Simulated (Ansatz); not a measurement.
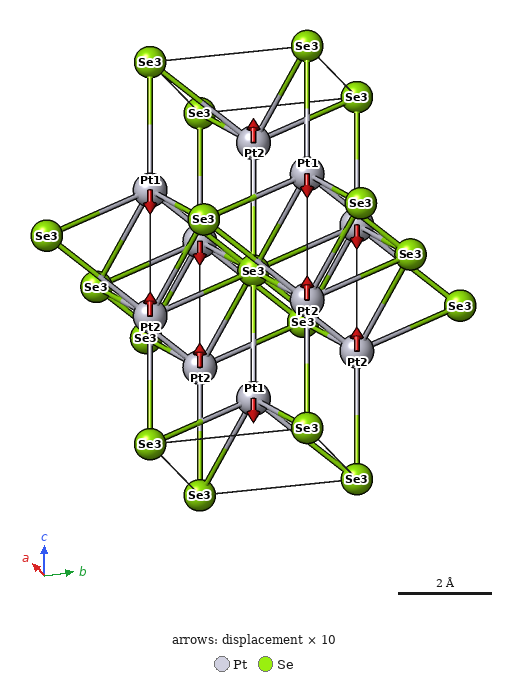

A relaxation of a crystal of Pt$_{2}$Se (built on the MoSi2 (C11b)_139 type) (coarse preliminary run). The starting structure is drawn; red arrows show the displacements (the part carried along by the change of the cell is left out), 10 times their true length.

The picture is a ball-and-stick view of the conventional cell (2 times the calculation's cell), seen from a free direction. Lengths and directions refer to the drawn axes.

Case: MoSi2 (C11b) type (I4/mmm, No. 139).

Computed with DFT PBE, scalar-relativistic, plane waves, PAW in Ansatz.

The input:
```yaml
crystal:
  lattice:
    - [-1.7713581773, 1.7713581773, 4.3453630287]
    - [1.7713581773, -1.7713581773, 4.3453630287]
    - [1.7713581773, 1.7713581773, -4.3453630287]
  atoms:
    - { symbol: Pt, position: [0.665, 0.665, 0.0] }
    - { symbol: Pt, position: [0.335, 0.335, 0.0] }
    - { symbol: Se, position: [0.0, 0.0, 0.0] }
basis:
  ecutwfc: 420
kpoints:
  mp_grid: { grid: [6, 6, 6] }
hamiltonian:
  xc: pbe
scf:
  occupations: { method: gaussian, width: 0.1 }
  lower_state_search: "off"
output:
  forces: true
  stress: true
  eigenvalues: true
relax:
  adjacent_minimum: "off"
  f_tol: 0.04
  max_steps: 70
  cell: { stress_tol: 0.4 }
```

Launched with:
```bash
ansatz run input.yaml --threads 1 --pin off --max-ram 2560MiB --backend cpu --events-out ev --progress --plain --runs-dir out
```

Atoms of which element are displaced furthest, and by how much?

Platinum: up to 0.058 Å, against 0.000 Å for selenium.

What did the optimiser do to the structure, and how much energy did it gain?

The largest moves relative to the cell, 0.058 Å, are those of Pt1 and Pt2. Pt1 goes along −c. Se stays in place. Cell: a = b 3.543 → 3.173 Å (−10.4 %), c 8.691 → 9.835 Å (+13.2 %). Volume −9.2 %. Near-neighbour distances that change, for instance: Pt1–Se3 2.911 → 3.352 Å, Se3–Se3 3.543 → 3.173 Å, Pt1–Se3 (another image) 2.886 → 2.736 Å. Bond angles that change, for instance: Se3–Pt1–Se3 120.4° → 110.2°, Se3–Pt1–Se3 75.7° → 70.9°. The space group stays I4/mmm (No. 139). After 8 accepted moves (10 points after the start) the energy has fallen by 98.6 meV per atom. The largest force component goes from 0.28 to 0.0046 eV/Å. The pressure goes from −11.81 to 0.16 GPa. The line search rejected the trial step at point 8 of the run. The SCF was repeated once at an unchanged geometry on a basis and grid sized afresh for the cell, which shifted the energy by 0.7 meV per atom at most. Cost: 37 s on 1 thread of Arm Neoverse V1, on a shared host, peak memory 0.35 GiB.
